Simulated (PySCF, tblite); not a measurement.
# C4H6FNSi: geometry, infrared bands and NMR shifts

Aim: predict the infrared bands and NMR shifts of C4H6FNSi (`C/C([SiH3])=C(\F)C#N`).

The runs use tblite 0.8.0 and PySCF 2.14.0, with density-fitted response routines of our own; the level of theory stands in each step. All values are computed, except where a source is named. Atoms are numbered from 0 throughout.

### Step 1. The molecule as given

13 atoms, charge 0, multiplicity 1; geometry from: force field or distance geometry start.

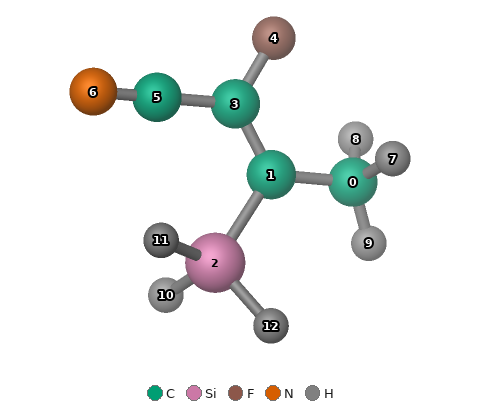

As it starts; carbon teal, silicon pink, fluorine brown, nitrogen orange, hydrogen grey, atoms numbered.

### Step 2. Relaxing the molecule with GFN2-xTB

The job: settings as JSON, then the geometry in Å.

```
{"job": {"kind": "relax", "xc": "GFN2-xTB", "basis": "xTB"}, "charge": 0, "multiplicity": 1}
C     -1.778400     0.010500     0.162600
C     -0.299500     0.111800     0.016400
Si     0.761900    -1.402100    -0.010700
C      0.314000     1.307100    -0.079600
F     -0.425400     2.439100    -0.038000
C      1.731600     1.396700    -0.204900
N      2.891500     1.472300    -0.331300
H     -2.194400     0.261600    -0.849300
H     -2.063400     0.846400     0.836500
H     -2.126300    -0.983400     0.517200
H      1.253700    -1.758600     1.320200
H      1.952400    -1.145200    -0.833500
H     -0.022100    -2.555800    -0.523200
```

Started as:

```console
$ OMP_NUM_THREADS=1 python probes_run.py task.json out
```

The driver reads the jobs from task.json and runs them one after another.

Standard output:

```text
step      E/eV     max force
  0    -569.46309    2.675
  1    -569.42277    7.343
  2    -569.60131    0.778
  3    -569.62994    0.422
  4    -569.65859    0.340
  5    -569.66383    0.223
  6    -569.66814    0.258
  7    -569.67138    0.295
  8    -569.67505    0.213
  9    -569.67801    0.192
 10    -569.68113    0.168
 11    -569.68434    0.237
 12    -569.68734    0.217
 13    -569.68932    0.141
 14    -569.69045    0.122
 15    -569.69154    0.115
 16    -569.69316    0.148
 17    -569.69500    0.136
 18    -569.69635    0.083
 19    -569.69710    0.066
 20    -569.69767    0.078
 21    -569.69835    0.096
 22    -569.69908    0.090
 23    -569.69961    0.054
 24    -569.69989    0.040
 25    -569.70007    0.035
 26    -569.70026    0.037
 27    -569.70043    0.036
 28    -569.70055    0.030
 29    -569.70065    0.032
 30    -569.70075    0.028
 31    -569.70089    0.035
 32    -569.70107    0.041
 33    -569.70126    0.036
 34    -569.70141    0.032
 35    -569.70155    0.035
 36    -569.70175    0.050
 37    -569.70208    0.060
 38    -569.70254    0.092
 39    -569.70301    0.105
 40    -569.70346    0.090
 41    -569.70394    0.053
 42    -569.70433    0.056
 43    -569.70472    0.052
 44    -569.70516    0.054
 45    -569.70578    0.064
 46    -569.70677    0.084
 47    -569.70813    0.149
 48    -569.69531    0.535
 49    -569.70928    0.134
 50    -569.70998    0.120
 51    -569.71188    0.139
 52    -569.71269    0.080
 53    -569.71312    0.070
 54    -569.71427    0.050
 55    -569.71480    0.062
 56    -569.71659    0.129
 57    -569.71773    0.128
 58    -569.71882    0.088
 59    -569.71940    0.085
 60    -569.72006    0.091
 61    -569.72082    0.063
 62    -569.72138    0.041
 63    -569.72151    0.036
 64    -569.72175    0.036
 65    -569.72206    0.047
 66    -569.72241    0.060
 67    -569.72270    0.036
 68    -569.72288    0.051
 69    -569.72298    0.017
 70    -569.72303    0.016
 71    -569.72307    0.015
 72    -569.72310    0.014
 73    -569.72315    0.013
 74    -569.72321    0.014
 75    -569.72329    0.016
 76    -569.72335    0.018
 77    -569.72339    0.018
 78    -569.72341    0.016
 79    -569.72344    0.012
 80    -569.72348    0.016
 81    -569.72354    0.015
 82    -569.72359    0.013
 83    -569.72361    0.010
 84    -569.72362    0.007
```

Wall time 0.76 s (1 thread of Arm Neoverse N1, shared host).

Relaxation path: (not every step is listed) (the energy doesn't fall at every step)

```csv
step,energy from step 0 (eV),largest force (eV/Å)
0,0.0000,2.6747
1,0.0403,7.3428
2,-0.1382,0.7775
3,-0.1669,0.4222
4,-0.1955,0.3397
5,-0.2007,0.2228
6,-0.2051,0.2583
7,-0.2083,0.2948
8,-0.2120,0.2126
15,-0.2285,0.1151
22,-0.2360,0.0904
29,-0.2376,0.0315
36,-0.2387,0.0499
43,-0.2416,0.0523
50,-0.2469,0.1205
57,-0.2546,0.1285
64,-0.2587,0.0356
71,-0.2600,0.0151
78,-0.2603,0.0161
79,-0.2604,0.0120
80,-0.2604,0.0163
81,-0.2604,0.0153
82,-0.2605,0.0131
83,-0.2605,0.0101
84,-0.2605,0.0073
```

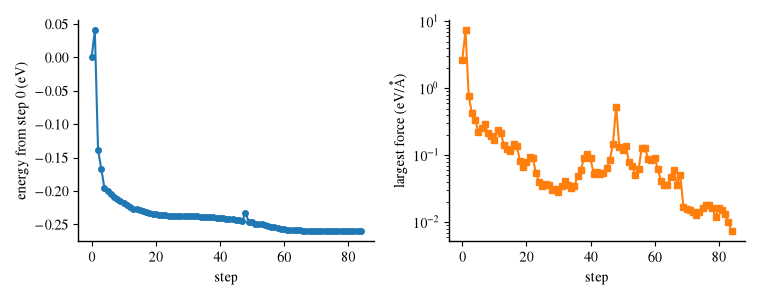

Energy and largest force along the relaxation.

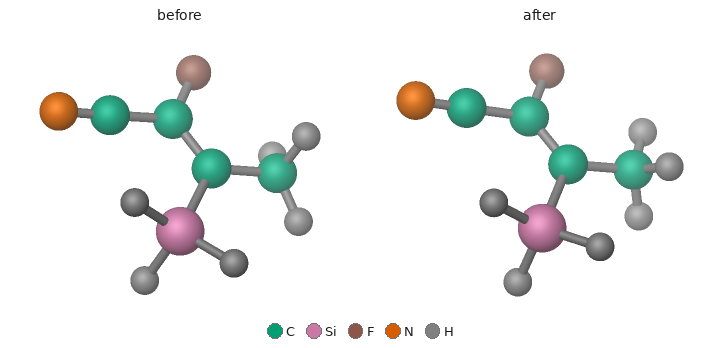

The geometry before (left) and after (right).

Distances of close pairs at the start and the end, largest changes first:

```csv
bond,before (Å),after (Å),change (Å)
C1–Si2,1.849,1.897,+0.048
C0–H7,1.123,1.090,-0.033
C0–H8,1.111,1.088,-0.023
C5–N6,1.169,1.147,-0.023
Si2–H12,1.486,1.464,-0.022
C0–H9,1.111,1.089,-0.022
Si2–H11,1.470,1.457,-0.013
C3–C5,1.426,1.413,-0.013
```

The next job starts from the end point, and lists it.

### Step 3. Infrared spectrum with GFN2-xTB

The job: settings as JSON, then the geometry in Å.

```
{"job": {"kind": "ir", "xc": "GFN2-xTB", "basis": "xTB"}, "charge": 0, "multiplicity": 1}
C     -1.724803     0.026224     0.185932
C     -0.244697     0.129179     0.016994
Si     0.749554    -1.480543    -0.118046
C      0.358138     1.321362    -0.015567
F     -0.340679     2.483984     0.102530
C      1.750251     1.515157    -0.163203
N      2.878308     1.684759    -0.279363
H     -2.158410    -0.468580    -0.682731
H     -2.192101     1.001474     0.305350
H     -1.953481    -0.586671     1.057066
H      1.007494    -1.944343     1.246061
H      1.985871    -1.253715    -0.854929
H     -0.119832    -2.427801    -0.817822
```

Standard output:

```text
mode    cm-1     km/mol
  1     -23.1      0.46
  2      96.0      0.19
  3     107.5      0.62
  4     128.0      6.05
  5     225.4      5.79
  6     230.5      1.99
  7     274.2      3.59
  8     383.9      8.37
  9     390.9     13.87
 10     524.6     28.95
 11     555.2     55.75
 12     576.9     37.54
 13     589.3     32.76
 14     606.6     20.09
 15     763.7    157.97
 16     773.3    169.60
 17     789.5    401.30
 18     872.9      0.70
 19    1011.3      0.72
 20    1051.7    101.61
 21    1159.2     30.61
 22    1197.2     68.37
 23    1400.0     10.79
 24    1465.2     12.29
 25    1473.1      3.82
 26    1636.0     77.32
 27    2270.2    349.52
 28    2271.0    160.22
 29    2330.4    201.45
 30    2367.0    200.75
 31    3001.0     15.96
 32    3016.7     13.98
 33    3037.2     12.31
```

It took 0.57 s on 1 thread of Arm Neoverse N1, shared host.

Which atoms move in the most intense modes:

```csv
cm⁻¹,km/mol,atoms
764,158.0,"H10 52 %, H11 42 %"
773,169.6,"H12 57 %, H11 20 %, H10 19 %"
790,401.3,"H12 39 %, H11 29 %, H10 23 %"
1052,101.6,"C3 21 %, C0 17 %, H9 15 %, H7 13 %"
2270,349.5,"H10 56 %, H12 40 %"
2271,160.2,"H12 57 %, H10 41 %"
2330,201.4,H11 96 %
2367,200.8,"C5 60 %, N6 39 %"
```

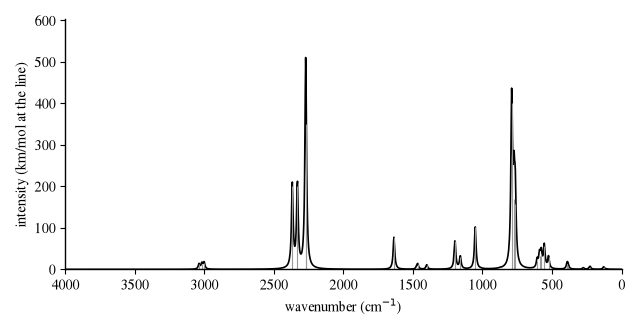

The infrared spectrum from these modes, unscaled. Lines are broadened to a width of 14 cm⁻¹ (Lorentzian).

### Step 4. Shielding tensors: PBE0/pcSseg-1

Settings changed since step 3:

```diff
@@ -1,2 +1,2 @@
-{"job": {"kind": "ir", "xc": "GFN2-xTB", "basis": "xTB"}, "charge": 0, "multiplicity": 1}
+{"job": {"kind": "nmr", "xc": "PBE0", "basis": "pcSseg-1"}, "charge": 0, "multiplicity": 1}
 C     -1.724803     0.026224     0.185932
```

Method: GIAO PBE0/pcSseg-1 NMR shielding, non-relativistic, gas phase.

Standard output:

```text
coarse grid: 11840 points
cycle   1  E = -599.4343160453  dE =  8.283e-01  |g| = 6.064e-01  |ddm| = 3.368e+00
cycle   2  E = -599.2284219870  dE =  2.059e-01  |g| = 1.177e+00  |ddm| = 1.336e+00
cycle   3  E = -599.5033765078  dE = -2.750e-01  |g| = 1.815e-01  |ddm| = 9.370e-01
cycle   4  E = -599.5092784307  dE = -5.902e-03  |g| = 6.995e-02  |ddm| = 1.677e-01
cycle   5  E = -599.5102434223  dE = -9.650e-04  |g| = 1.762e-02  |ddm| = 6.603e-02
cycle   6  E = -599.5103166369  dE = -7.321e-05  |g| = 6.751e-03  |ddm| = 2.112e-02
cycle   7  E = -599.5103257853  dE = -9.148e-06  |g| = 1.868e-03  |ddm| = 6.916e-03
final grid: 111592 points
cycle   8  E = -599.5573583181  dE = -3.017e-05  |g| = 4.618e-03  |ddm| = 2.976e-02
cycle   9  E = -599.5573575034  dE =  8.146e-07  |g| = 5.121e-03  |ddm| = 8.453e-03
cycle  10  E = -599.5573634678  dE = -5.964e-06  |g| = 8.425e-04  |ddm| = 4.261e-03
cycle  11  E = -599.5573635897  dE = -1.219e-07  |g| = 2.605e-04  |ddm| = 7.563e-04
cycle  12  E = -599.5573636048  dE = -1.506e-08  |g| = 1.060e-04  |ddm| = 2.924e-04
cycle  13  E = -599.5573636072  dE = -2.386e-09  |g| = 3.154e-05  |ddm| = 1.047e-04
cycle  14  E = -599.5573636073  dE = -1.751e-10  |g| = 6.120e-06  |ddm| = 3.501e-05
converged SCF energy = -599.5573636073

GIAO shielding tensors (ppm)
atom      isotropic    diamagn.    paramagn.     s11        s22        s33       span
  0 C      168.900     245.962     -77.063    149.222    177.071    180.406     31.184
  1 C       49.951     264.492    -214.541    -56.012     35.534    170.330    226.342
  2 Si     418.412     881.486    -463.075    381.355    414.347    459.533     78.178
  3 C       41.947     247.445    -205.497    -56.529     79.782    102.588    159.117
  4 F      267.627     473.101    -205.474    161.843    289.415    351.623    189.780
  5 C       68.983     262.419    -193.435    -45.557    -38.339    290.846    336.403
  6 N      -58.656     339.414    -398.070   -221.735   -180.919    226.687    448.422
  7 H       29.949      29.023       0.926     25.510     27.858     36.479     10.969
  8 H       28.711      29.177      -0.466     23.553     29.119     33.461      9.908
  9 H       29.967      29.003       0.964     25.492     28.098     36.312     10.820
 10 H       27.375      29.296      -1.922     24.289     25.404     32.431      8.142
 11 H       27.134      30.161      -3.026     23.312     26.856     31.236      7.924
 12 H       27.645      29.527      -1.881     24.292     26.343     32.301      8.009
```

Run time: 33 s. Hardware: 1 thread of Arm Neoverse N1, shared host; peak memory 0.72 GiB.

The references, computed at this level on geometries of the same kind, shield at (ppm): 1H TMS 31.72, 13C TMS 186.9, 29Si TMS 349.2, 19F CFCl3 170.9, 15N NH3 267.7. Their shielding less the atom's gives the shift. The references are single molecules in the gas phase, so shifts against H2O, NH3, PH3, H3PO4 or CFCl3 are not on the usual liquid scales and can be off by tens of ppm. Atoms listed in one row are averaged.

```csv
atoms,environment,σ (ppm),δ (ppm),δ scaled to CDCl3
C3,fully substituted alkene carbon,41.9,145.0,139.6
C1,fully substituted alkene carbon,50.0,137.0,131.8
C5,nitrile carbon,69.0,117.9,113.2
C0,allylic methyl carbon,168.9,18.0,15.7
"H10, H11, H12",hydrogen on a silicon bonded to C,27.38,4.33,–
"H7, H8, H9",hydrogen on an allylic methyl carbon,29.54,2.17,2.16
Si2,"silicon bonded to C, 3 H",418.4,-69.3,–
F4,vinylic fluorine,267.6,-96.7,–
N6,nitrile nitrogen,-58.7,326.4,–
```

The scaled column applies a straight-line fit of computed shieldings to shifts measured in CDCl3, and one for carbons that bear F (root-mean-square error 0.16 ppm for H, 1.9 ppm for C).

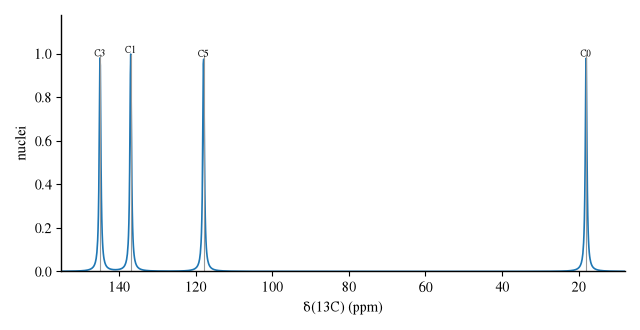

13C lines at the computed shifts, without couplings. Lines are broadened to a width of 0.51 ppm (Lorentzian).

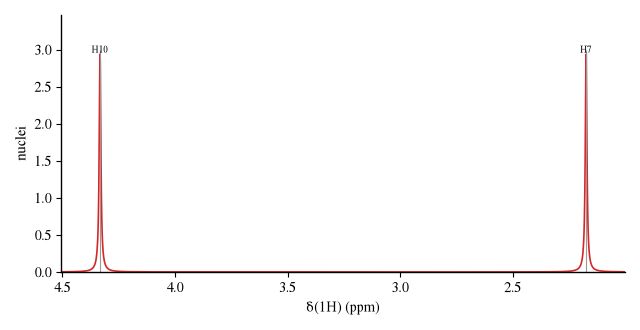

1H lines at the computed shifts, without couplings. Lines are broadened to a width of 0.01 ppm (Lorentzian).

The run also stored atomic charges by several schemes (e):

```csv
atoms,Mulliken,IAO,Hirshfeld,ESP fit
C0,-0.18,-0.42,-0.11,-0.34
C1,-0.59,-0.25,-0.07,-0.05
Si2,0.59,0.61,0.32,0.31
C3,0.42,0.24,0.09,0.05
F4,-0.27,-0.26,-0.07,-0.12
C5,0.03,0.12,0.07,0.36
N6,-0.22,-0.21,-0.19,-0.41
```

ESP fit charges:

C0 -0.34; C1 -0.05; Si2 0.31; C3 0.05; F4 -0.12; C5 0.36; N6 -0.41; H7 0.13; H8 0.13; H9 0.13; H10 -0.06; H11 -0.05; H12 -0.07

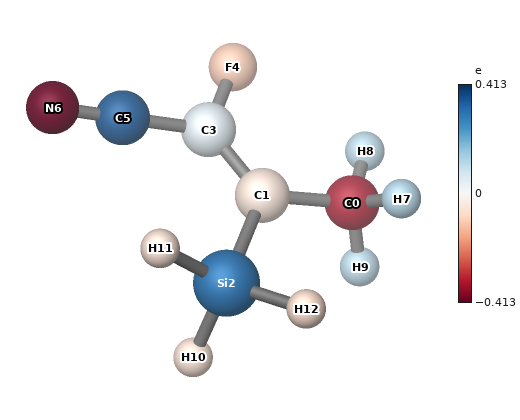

ESP fit charges, as colours on the atoms.

Mayer bond orders: C0–C1 1.07, C1–Si2 0.82, C1–C3 1.71, C3–F4 0.95, C3–C5 1.04, C5–N6 2.96.

### Step 5. Summary of results

| quantity | value |
| --- | --- |
| strongest single infrared mode (GFN2-xTB) | 790 cm⁻¹, 401 km/mol |
| zero-point energy (GFN2-xTB) | 52.3 kcal/mol |
| 13C shifts against TMS (PBE0/pcSseg-1) | 145.0, 137.0, 117.9, 18.0 ppm |
| 1H shifts against TMS (PBE0/pcSseg-1, means over atoms taken as alike) | 4.33, 2.17 ppm |
| 29Si shifts against TMS (PBE0/pcSseg-1) | -69.3 ppm |
| 19F shifts against CFCl3 (PBE0/pcSseg-1) | -96.7 ppm |
| 15N shifts against NH3 (PBE0/pcSseg-1) | 326.4 ppm |

**Reading.** Over 84 steps the energy fell by 0.261 eV; of the close pairs, C1–Si2 changed most, 1.849 to 1.897 Å. The lowest mode is imaginary (23i cm⁻¹), so the xTB geometry is not a minimum. The strongest single mode, at 790 cm⁻¹, is spread over several atoms, H12, H11, H10 among them. GFN2-xTB is a fitted tight-binding method: band positions and strengths are rough. Its intensities can rank the bands wrongly. At PBE0/pcSseg-1: Shielding is most anisotropic at N6 (span 448 ppm, paramagnetic term -398 ppm).
